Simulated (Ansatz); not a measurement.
# FH3HfS3: a spread of methods and bases

How do the results and run time of FH3HfS3 respond when the settings are drawn wide?

Computed with Ansatz 0.2.0, Gaussian basis. Level: the settings change from run to run.

## Step 1: The relaxed structure

The structure was relaxed beforehand with PBE0-D4 in a triple-zeta def2 set. Hf takes a core potential in def2 sets; no spin-orbit term is included.

SMILES `[F][Hf]([SH])([SH])[SH]`, 8 atoms, charge 0, spin multiplicity 1.

Atoms are counted from 1 here; the program's logs count them from 0.

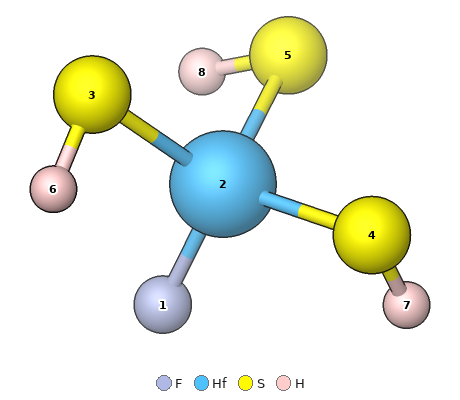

The geometry (fluorine light blue, hafnium blue, sulfur yellow, hydrogen pink); atoms are numbered from 1 in the order of the file.

## Step 2: B97M-V/def2-SVP

This run has multiplicity 3, atoms shaken by 0.15 Å, high accuracy.

in.yaml

```yaml
crystal:
  periodic: [false, false, false]
  atoms:
    - {symbol: F, position_ang: [-1.544956, 0.625635, -0.473822]}
    - {symbol: Hf, position_ang: [0.018097, 0.042074, 0.136938]}
    - {symbol: S, position_ang: [1.486875, 1.391319, -0.344678]}
    - {symbol: S, position_ang: [-0.302387, -0.026013, 2.408434]}
    - {symbol: S, position_ang: [0.886589, -2.161039, -0.708025]}
    - {symbol: H, position_ang: [0.899129, 2.470665, -0.512325]}
    - {symbol: H, position_ang: [-1.457240, -0.411608, 2.250121]}
    - {symbol: H, position_ang: [0.252231, -1.646350, -1.970164]}
basis:
  gaussian: {orbitals: def2-SVP}
magnetization: {spin_polarized: true, initial_magnetization: 2}
hamiltonian: {xc: {name: B97M-V}}
accuracy: high
output: {forces: true}
```

Command:

```console
> ansatz run in.yaml --threads 4 --pin off --events-out ev --progress --plain --max-ram 10444MiB
```

Standard output, shortened:

```text
Functional definition: B97M-V
  name "B97M-V"
  cite "Mardirossian & Head-Gordon, J. Chem. Phys. 142, 074111 (2015) doi:10.1063/1.4907719"
  cite "Becke, J. Chem. Phys. 107, 8554 (1997) doi:10.1063/1.475007"
  cite "Vydrov & Van Voorhis, J. Chem. Phys. 133, 244103 (2010) doi:10.1063/1.3521275"
  # Of w^i u^j: cxij and so on, Table III.
[...]
  gx(w, u) = cx00 + cx01*u + cx02*u^2 + (cx10 + cx11*u)*w
  gss(w, u) = css00 + css02*u^2 + css10*w + (css32*w^3 + css42*w^4)*u^2
  gos(w, u) = cos00 + cos01*u + cos03*u^3 + cos10*w + cos32*w^3*u^2
[...]
      + integral(e_c_pw_mod_opposite_spin*gos(b97_w_opposite, b97_u_opposite)) + vv10(b, c)
2467 factors; integrals over basis functions are off by at most 1.6e-8 eV
[...]
mean field -36556.23943076 eV, -1343.4170203715 hartree, gradient 7.9e-8 eV, S^2 2.004154; 10 other end points of the search recorded, 0 dependent functions left out
[...]
reference -36556.23944014 eV, -1343.4170207160 hartree; 37, 35 occupied and 78, 80 virtual orbitals, 2467 factors
Total energy: -36556.23944014 eV, -1343.4170207160 hartree
Atom 0 at    -1.544956     0.625635    -0.473822 Å, force    -4.964989     1.918895    -1.700090 eV/Å
Atom 1 at     0.018097     0.042074     0.136938 Å, force    -2.639087    -8.691652     1.304182 eV/Å
Atom 2 at     1.486875     1.391319    -0.344678 Å, force     9.441009     3.611269    -1.982820 eV/Å
Atom 3 at    -0.302387    -0.026013     2.408434 Å, force     3.799690     1.415653     3.557585 eV/Å
Atom 4 at     0.886589    -2.161039    -0.708025 Å, force     1.201880    -1.092969     1.057530 eV/Å
Atom 5 at     0.899129     2.470665    -0.512325 Å, force    -1.682732     3.481391    -0.554809 eV/Å
Atom 6 at    -1.457240    -0.411608     2.250121 Å, force    -4.409086    -1.339593    -0.473122 eV/Å
Atom 7 at     0.252231    -1.646350    -1.970164 Å, force    -0.746685     0.697007    -1.208456 eV/Å
Dipole moment:     0.029508     0.215707     0.025378 e Å
```

Run time: 2.5 min. Hardware: 4 threads of Arm Neoverse V2, shared host; peak memory 1.7 GiB.

Largest force 10.301 eV/Å, dipole 1.05 D, ⟨S²⟩ 2.004.

## Step 3: revPBE/def2-TZVPD

Set apart from the defaults: D4 dispersion.

in.yaml

```yaml
crystal:
  periodic: [false, false, false]
  atoms:
    - {symbol: F, position_ang: [-1.686198, 0.560039, -0.825045]}
    - {symbol: Hf, position_ang: [-0.056204, 0.018748, -0.027461]}
    - {symbol: S, position_ang: [1.731690, 1.576131, -0.543239]}
    - {symbol: S, position_ang: [-0.258833, -0.099212, 2.387729]}
    - {symbol: S, position_ang: [0.622095, -2.172376, -0.819264]}
    - {symbol: H, position_ang: [0.897325, 2.623469, -0.378263]}
    - {symbol: H, position_ang: [-1.488246, -0.644517, 2.280563]}
    - {symbol: H, position_ang: [0.238381, -1.862283, -2.075009]}
basis:
  gaussian: {orbitals: def2-TZVPD}
hamiltonian: {xc: {name: revPBE}, dispersion: d4}
```

Same command.

Standard output:

```text
Functional definition: revPBE
  name "revPBE"
  cite "Zhang & Yang, Phys. Rev. Lett. 80, 890 (1998) doi:10.1103/PhysRevLett.80.890"
  cite "Perdew, Burke & Ernzerhof, Phys. Rev. Lett. 77, 3865 (1996) doi:10.1103/PhysRevLett.77.3865"
  parameter kappa = 1.245
  parameter beta = 0.06672455060314922
  exchange = pbe_x(kappa = kappa, mu = beta*pi^2/3)
  correlation = pbe_c(beta = beta)
1596 factors; their error is unknown
mean field evaluation 1: about -36577.5124 eV, gradient 4.9e1 eV
mean field evaluation 2: about -36548.3662 eV, gradient 1.5e2 eV
mean field evaluation 4: about -36582.0328 eV, gradient 7.9e0 eV
mean field evaluation 8: about -36582.1829 eV, gradient 8.5e-2 eV
mean field evaluation 16: about -36582.1638 eV, gradient 7.2e-5 eV
mean field -36582.16379518 eV, -1344.3697231916 hartree, gradient 7.2e-5 eV, S^2 0.000000; 0 other end points of the search recorded, 0 dependent functions left out
reference -36582.16390316 eV, -1344.3697271597 hartree; 36, 36 occupied and 212, 212 virtual orbitals, 1596 factors
Total energy: -36582.65378077 eV, -1344.3877298299 hartree
```

Run time: 2.5 s. Hardware: 4 threads of Arm Neoverse V2, shared host; peak memory 0.43 GiB.

## Step 4: B97/def2-mTZVPP

This run has high accuracy.

in.yaml: that of step 3 with these lines changed.

```diff
@@ -12,3 +12,4 @@
 basis:
-  gaussian: {orbitals: def2-TZVPD}
-hamiltonian: {xc: {name: revPBE}, dispersion: d4}
+  gaussian: {orbitals: def2-mTZVPP}
+hamiltonian: {xc: {name: B97}}
+accuracy: high
```

The command is unchanged.

Standard output, shortened:

```text
Functional definition: B97
  name "B97"
  cite "Becke, J. Chem. Phys. 107, 8554 (1997) doi:10.1063/1.475007"
[...]
      + integral(e_c_pw_opposite_spin*poly(b97_u_opposite, cos0, cos1, cos2))
3107 factors; integrals over basis functions are off by at most 9.1e-8 eV
[...]
mean field -36581.64541420 eV, -1344.3506730418 hartree, gradient 1.8e-8 eV, S^2 0.000000; 0 other end points of the search recorded, 0 dependent functions left out
reference -36581.64541640 eV, -1344.3506731228 hartree; 36, 36 occupied and 120, 120 virtual orbitals, 3107 factors
Total energy: -36581.64541640 eV, -1344.3506731228 hartree
```

Run time: 21 s. Hardware: 4 threads of Arm Neoverse V2, shared host; peak memory 1.2 GiB.

## Step 5: CAM-B3LYP/def2-TZVP

Options: coordinates scaled by 0.92, D4 dispersion.

in.yaml

```yaml
crystal:
  periodic: [false, false, false]
  atoms:
    - {symbol: F, position_ang: [-1.551302, 0.515235, -0.759041]}
    - {symbol: Hf, position_ang: [-0.051708, 0.017249, -0.025264]}
    - {symbol: S, position_ang: [1.593155, 1.450041, -0.499780]}
    - {symbol: S, position_ang: [-0.238126, -0.091275, 2.196710]}
    - {symbol: S, position_ang: [0.572327, -1.998586, -0.753723]}
    - {symbol: H, position_ang: [0.825539, 2.413592, -0.348002]}
    - {symbol: H, position_ang: [-1.369186, -0.592956, 2.098118]}
    - {symbol: H, position_ang: [0.219310, -1.713300, -1.909009]}
basis:
  gaussian: {orbitals: def2-TZVP}
hamiltonian: {xc: {name: CAM-B3LYP}, dispersion: d4}
output: {forces: true}
```

The command is unchanged.

Standard output, shortened:

```text
Functional definition: CAM-B3LYP
  name "CAM-B3LYP"
  cite "Yanai, Tew & Handy, Chem. Phys. Lett. 393, 51 (2004) doi:10.1016/j.cplett.2004.06.011"
  cite "Iikura, Tsuneda, Yanai & Hirao, J. Chem. Phys. 115, 3540 (2001) doi:10.1063/1.1383587"
  cite "Becke, Phys. Rev. A 38, 3098 (1988) doi:10.1103/PhysRevA.38.3098"
  cite "Lee, Yang & Parr, Phys. Rev. B 37, 785 (1988) doi:10.1103/PhysRevB.37.785"
  cite "Vosko, Wilk & Nusair, Can. J. Phys. 58, 1200 (1980) doi:10.1139/p80-159"
[...]
  # Exact exchange under (alpha + beta erf(omega r))/r, Becke's under what is left of 1/r.
[...]
1474 factors; their error is unknown
324 factors; integrals over basis functions are off by at most 1.6e-5 eV
[...]
mean field -36584.30839101 eV, -1344.4485356348 hartree, gradient 3.2e-5 eV, S^2 0.000000; 0 other end points of the search recorded, 0 dependent functions left out
[...]
reference -36584.30852095 eV, -1344.4485404100 hartree; 36, 36 occupied and 164, 164 virtual orbitals, 1474 factors
Total energy: -36584.55341091 eV, -1344.4575399502 hartree
Atom 0 at    -1.551302     0.515235    -0.759041 Å, force    -5.926391     1.968014    -2.900036 eV/Å
Atom 1 at    -0.051708     0.017249    -0.025264 Å, force     1.988671    -0.660979     0.973569 eV/Å
Atom 2 at     1.593155     1.450041    -0.499780 Å, force     5.343420     0.046380    -1.372404 eV/Å
Atom 3 at    -0.238126    -0.091275     2.196710 Å, force     2.825411     1.232668     4.575147 eV/Å
Atom 4 at     0.572327    -1.998586    -0.753723 Å, force     2.179688    -4.713562     1.861671 eV/Å
Atom 5 at     0.825539     2.413592    -0.348002 Å, force    -2.149140     2.839157     0.422906 eV/Å
Atom 6 at    -1.369186    -0.592956     2.098118 Å, force    -3.271044    -1.456009    -0.195804 eV/Å
Atom 7 at     0.219310    -1.713300    -1.909009 Å, force    -0.990616     0.744331    -3.365049 eV/Å
Dipole moment:    -0.297167     0.098645    -0.145506 e Å
```

Run time: 3.9 s. Hardware: 4 threads of Arm Neoverse V2, shared host; peak memory 0.75 GiB.

Largest force 6.885 eV/Å, dipole 1.66 D.

## Step 6: B97/def2-SVP

Options: charge -1, multiplicity 2, atoms shaken by 0.03 Å, a grid of angular degree 11.

in.yaml

```yaml
crystal:
  periodic: [false, false, false]
  atoms:
    - {symbol: F, position_ang: [-1.667699, 0.524027, -0.899509]}
    - {symbol: Hf, position_ang: [-0.070564, -0.003099, -0.062093]}
    - {symbol: S, position_ang: [1.760722, 1.604913, -0.518278]}
    - {symbol: S, position_ang: [-0.278946, -0.071501, 2.459778]}
    - {symbol: S, position_ang: [0.605018, -2.176329, -0.833546]}
    - {symbol: H, position_ang: [0.947109, 2.614342, -0.393351]}
    - {symbol: H, position_ang: [-1.526898, -0.660990, 2.234685]}
    - {symbol: H, position_ang: [0.259387, -1.838039, -2.049705]}
basis:
  gaussian: {orbitals: def2-SVP, final_grid: {core_spheres: 5, valence_spheres: 4, degree: 11}}
total_charge: -1
magnetization: {spin_polarized: true, initial_magnetization: 1}
hamiltonian: {xc: {name: B97}}
```

Same command.

Standard output, shortened:

```text
Functional definition: B97
  name "B97"
  cite "Becke, J. Chem. Phys. 107, 8554 (1997) doi:10.1063/1.475007"
[...]
      + integral(e_c_pw_opposite_spin*poly(b97_u_opposite, cos0, cos1, cos2))
1087 factors; integrals over basis functions are off by at most 1.1e-3 eV
[...]
mean field -36567.44851369 eV, -1343.8289465714 hartree, gradient 2.5e-6 eV, S^2 0.752269; 8 other end points of the search recorded, 0 dependent functions left out
reference -36567.44856040 eV, -1343.8289482879 hartree; 37, 36 occupied and 78, 79 virtual orbitals, 1087 factors
Total energy: -36567.44856040 eV, -1343.8289482879 hartree
```

Wall time 9.5 s (4 threads of Arm Neoverse V2, shared host); peak memory 0.42 GiB.

⟨S²⟩ 0.752.

## Step 7: LC-wPBE/def2-TZVP

in.yaml

```yaml
crystal:
  periodic: [false, false, false]
  atoms:
    - {symbol: F, position_ang: [-1.686198, 0.560039, -0.825045]}
    - {symbol: Hf, position_ang: [-0.056204, 0.018748, -0.027461]}
    - {symbol: S, position_ang: [1.731690, 1.576131, -0.543239]}
    - {symbol: S, position_ang: [-0.258833, -0.099212, 2.387729]}
    - {symbol: S, position_ang: [0.622095, -2.172376, -0.819264]}
    - {symbol: H, position_ang: [0.897325, 2.623469, -0.378263]}
    - {symbol: H, position_ang: [-1.488246, -0.644517, 2.280563]}
    - {symbol: H, position_ang: [0.238381, -1.862283, -2.075009]}
basis:
  gaussian: {orbitals: def2-TZVP}
hamiltonian: {xc: {name: LC-wPBE}}
output: {forces: true}
```

Launched as before.

Standard output, shortened:

```text
Functional definition: LC-wPBE
  name "LC-wPBE"
  cite "Vydrov & Scuseria, J. Chem. Phys. 125, 234109 (2006) doi:10.1063/1.2409292"
  cite "Heyd & Scuseria, J. Chem. Phys. 120, 7274 (2004) doi:10.1063/1.1668634"
  cite "Ernzerhof & Perdew, J. Chem. Phys. 109, 3313 (1998) doi:10.1063/1.476928"
  cite "Perdew, Burke & Ernzerhof, Phys. Rev. Lett. 77, 3865 (1996) doi:10.1103/PhysRevLett.77.3865"
  parent pbe
[...]
1416 factors; their error is unknown
435 factors; integrals over basis functions are off by at most 1.5e-5 eV
[...]
mean field -36577.07663323 eV, -1344.1827734380 hartree, gradient 6.3e-5 eV, S^2 0.000000; 0 other end points of the search recorded, 0 dependent functions left out
[...]
reference -36577.07663323 eV, -1344.1827734383 hartree; 36, 36 occupied and 164, 164 virtual orbitals, 1416 factors
Total energy: -36577.07663323 eV, -1344.1827734383 hartree
Atom 0 at    -1.686198     0.560039    -0.825045 Å, force     0.005342    -0.001796     0.002493 eV/Å
Atom 1 at    -0.056204     0.018748    -0.027461 Å, force     0.193323    -0.064175     0.094666 eV/Å
Atom 2 at     1.731690     1.576131    -0.543239 Å, force    -0.214658     0.080417     0.025031 eV/Å
Atom 3 at    -0.258833    -0.099212     2.387729 Å, force    -0.182594    -0.052720    -0.130074 eV/Å
Atom 4 at     0.622095    -2.172376    -0.819264 Å, force    -0.111712     0.141039    -0.143824 eV/Å
Atom 5 at     0.897325     2.623469    -0.378263 Å, force     0.111537    -0.118169    -0.022771 eV/Å
Atom 6 at    -1.488246    -0.644517     2.280563 Å, force     0.148170     0.065403     0.026641 eV/Å
Atom 7 at     0.238381    -1.862283    -2.075009 Å, force     0.050592    -0.049999     0.147838 eV/Å
Dipole moment:    -0.286470     0.095085    -0.140269 e Å
```

Wall time 2.8 s (4 threads of Arm Neoverse V2, shared host); peak memory 0.4 GiB.

Largest force 0.231 eV/Å, dipole 1.60 D.

## Step 8: wB97X-V/def2-SVPD

in.yaml: that of step 7 with these lines changed.

```diff
@@ -12,4 +12,3 @@
 basis:
-  gaussian: {orbitals: def2-TZVP}
-hamiltonian: {xc: {name: LC-wPBE}}
-output: {forces: true}
+  gaussian: {orbitals: def2-SVPD}
+hamiltonian: {xc: {name: wB97X-V}}
```

Same command.

Standard output, shortened:

```text
Functional definition: wB97X-V
  name "wB97X-V"
  cite "Mardirossian & Head-Gordon, Phys. Chem. Chem. Phys. 16, 9904 (2014) doi:10.1039/C3CP54374A"
  cite "Becke, J. Chem. Phys. 107, 8554 (1997) doi:10.1063/1.475007"
  cite "Vydrov & Van Voorhis, J. Chem. Phys. 133, 244103 (2010) doi:10.1063/1.3521275"
[...]
      + integral(e_c_pw_opposite_spin*poly(b97_u_opposite, cos0, cos1)) + vv10(b, c)
1525 factors; their error is unknown
533 factors; integrals over basis functions are off by at most 1.2e-5 eV
[...]
mean field -36566.63349208 eV, -1343.7989950795 hartree, gradient 2.0e-5 eV, S^2 0.000000; 0 other end points of the search recorded, 0 dependent functions left out
reference -36566.63348885 eV, -1343.7989949610 hartree; 36, 36 occupied and 127, 127 virtual orbitals, 1525 factors
Total energy: -36566.63348885 eV, -1343.7989949610 hartree
```

Wall time 8 s (4 threads of Arm Neoverse V2, shared host); peak memory 0.59 GiB.

## Step 9: r2SCANh/def2-TZVP

Options: D4 dispersion, relativity set to scalar.

in.yaml: that of step 8 with these lines changed.

```diff
@@ -12,3 +12,3 @@
 basis:
-  gaussian: {orbitals: def2-SVPD}
-hamiltonian: {xc: {name: wB97X-V}}
+  gaussian: {orbitals: def2-TZVP}
+hamiltonian: {xc: {name: r2SCANh}, dispersion: d4, pseudopotentials: {relativity: scalar}}
```

The command is unchanged.

Standard output, shortened:

```text
Functional definition: r2SCANh
  name "r2SCANh"
  cite "Bursch, Neugebauer, Ehlert & Grimme, J. Chem. Phys. 156, 134105 (2022) doi:10.1063/5.0086040"
  cite "Furness, Kaplan, Ning, Perdew & Sun, J. Phys. Chem. Lett. 11, 8208 (2020) doi:10.1021/acs.jpclett.0c02405"
  cite "Furness, Kaplan, Ning, Perdew & Sun, J. Phys. Chem. Lett. 11, 9248 (2020) doi:10.1021/acs.jpclett.0c03077"
  parent r2scan
[...]
1416 factors; their error is unknown
[...]
mean field -36665.29070645 eV, -1347.4245808355 hartree, gradient 4.6e-5 eV, S^2 0.000000; 0 other end points of the search recorded, 0 dependent functions left out
reference -36665.29071792 eV, -1347.4245812568 hartree; 36, 36 occupied and 164, 164 virtual orbitals, 1416 factors
Total energy: -36665.35586512 eV, -1347.4269753725 hartree
Relativity: scalar
```

It took 4.8 s on 4 threads of Arm Neoverse V2, shared host; peak memory 0.54 GiB.

## Step 10: CAM-B3LYP/def2-mTZVP

Set apart from the defaults: charge -1, multiplicity 2, restricted open-shell orbitals, relativity set to scalar, the search for lower states set to light.

in.yaml: that of step 9 with these lines changed.

```diff
@@ -12,3 +12,7 @@
 basis:
-  gaussian: {orbitals: def2-TZVP}
-hamiltonian: {xc: {name: r2SCANh}, dispersion: d4, pseudopotentials: {relativity: scalar}}
+  gaussian: {orbitals: def2-mTZVP}
+total_charge: -1
+magnetization: {spin_polarized: false, initial_magnetization: 1}
+hamiltonian: {xc: {name: CAM-B3LYP}, pseudopotentials: {relativity: scalar}}
+scf: {lower_state_search: light}
+output: {forces: true}
```

Same command.

Standard output, shortened:

```text
Functional definition: CAM-B3LYP
  name "CAM-B3LYP"
  cite "Yanai, Tew & Handy, Chem. Phys. Lett. 393, 51 (2004) doi:10.1016/j.cplett.2004.06.011"
  cite "Iikura, Tsuneda, Yanai & Hirao, J. Chem. Phys. 115, 3540 (2001) doi:10.1063/1.1383587"
  cite "Becke, Phys. Rev. A 38, 3098 (1988) doi:10.1103/PhysRevA.38.3098"
  cite "Lee, Yang & Parr, Phys. Rev. B 37, 785 (1988) doi:10.1103/PhysRevB.37.785"
  cite "Vosko, Wilk & Nusair, Can. J. Phys. 58, 1200 (1980) doi:10.1139/p80-159"
[...]
  # Exact exchange under (alpha + beta erf(omega r))/r, Becke's under what is left of 1/r.
[...]
1236 factors; integrals over basis functions are off by at most 7.8e-4 eV
368 factors; integrals over basis functions are off by at most 6.6e-6 eV
[...]
mean field -36666.21623329 eV, -1347.4585933194 hartree, gradient 3.0e-6 eV, S^2 0.750000; 14 other end points of the search recorded, 0 dependent functions left out
[...]
reference -36666.21637845 eV, -1347.4585986538 hartree; 37, 36 occupied and 93, 94 virtual orbitals, 1236 factors
Total energy: -36666.21637845 eV, -1347.4585986538 hartree
Relativity: scalar
Atom 0 at    -1.686198     0.560039    -0.825045 Å, force    -1.725644     0.604346    -0.504614 eV/Å
Atom 1 at    -0.056204     0.018748    -0.027461 Å, force     0.745979    -0.535504    -0.159675 eV/Å
Atom 2 at     1.731690     1.576131    -0.543239 Å, force     1.387534     0.904182    -0.416280 eV/Å
Atom 3 at    -0.258833    -0.099212     2.387729 Å, force    -0.427477     0.322832     1.333361 eV/Å
Atom 4 at     0.622095    -2.172376    -0.819264 Å, force     0.064423    -0.794168    -0.126700 eV/Å
Atom 5 at     0.897325     2.623469    -0.378263 Å, force    -0.092340     0.115682    -0.003895 eV/Å
Atom 6 at    -1.488246    -0.644517     2.280563 Å, force    -0.100192    -0.421832     0.351260 eV/Å
Atom 7 at     0.238381    -1.862283    -2.075009 Å, force     0.147717    -0.195539    -0.473459 eV/Å
Dipole moment:    -0.425193     0.205545    -0.328650 e Å
```

Run time: 38 s. Hardware: 4 threads of Arm Neoverse V2, shared host; peak memory 0.74 GiB.

Largest force 1.897 eV/Å.

## Step 11: The runs in one table

| level | charge | multiplicity | geometry | functions | energy (eV) | time |
| --- | --- | --- | --- | --- | --- | --- |
| B97M-V/def2-SVP | 0 | 3 | shaken | 115 | -36556.239 | 2.5 min |
| revPBE/def2-TZVPD | 0 | 1 | relaxed | 248 | -36582.654 | 2.5 s |
| B97/def2-mTZVPP | 0 | 1 | relaxed | 156 | -36581.645 | 21 s |
| CAM-B3LYP/def2-TZVP | 0 | 1 | scaled | 200 | -36584.553 | 3.9 s |
| B97/def2-SVP | -1 | 2 | shaken | 115 | -36567.449 | 9.5 s |
| LC-wPBE/def2-TZVP | 0 | 1 | relaxed | 200 | -36577.077 | 2.8 s |
| wB97X-V/def2-SVPD | 0 | 1 | relaxed | 163 | -36566.633 | 8 s |
| r2SCANh/def2-TZVP | 0 | 1 | relaxed | 200 | -36665.356 | 4.8 s |
| CAM-B3LYP/def2-mTZVP | -1 | 2 | relaxed | 130 | -36666.216 | 38 s |

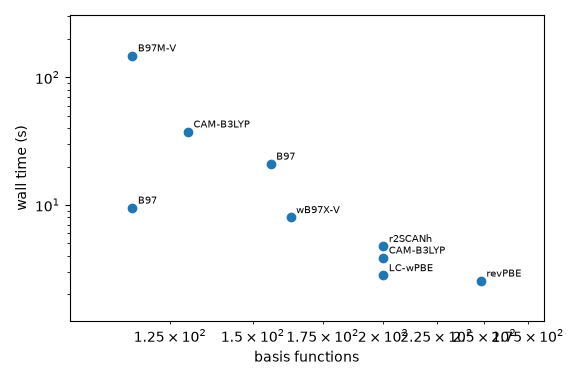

Wall time against the number of basis functions (shared host).

## Step 12: Summary of results

| quantity | value |
| --- | --- |
| runs | 9 |
| quickest | revPBE/def2-TZVPD, 2.5 s |
| slowest | B97M-V/def2-SVP, 2.5 min |
| spread of total energies, same state and geometry | 98.7 eV |

What this shows: B97M-V/def2-SVP took 58 times as long as revPBE/def2-TZVPD. The jobs differ in tasks and options as well as level. The totals spread over 99 eV; they can't be compared across methods or bases. Some of these runs are scalar-relativistic and others not, which shifts the totals of all-electron atoms past neon by eV; core potentials, where a basis has them, take the core out of the total altogether. At the PBE0-D4/def2-TZVP geometry and in the same state, runs without warnings or point charges leave forces up to 0.23 eV/Å (LC-wPBE/def2-TZVP), against 6.9 eV/Å where the atoms were moved.
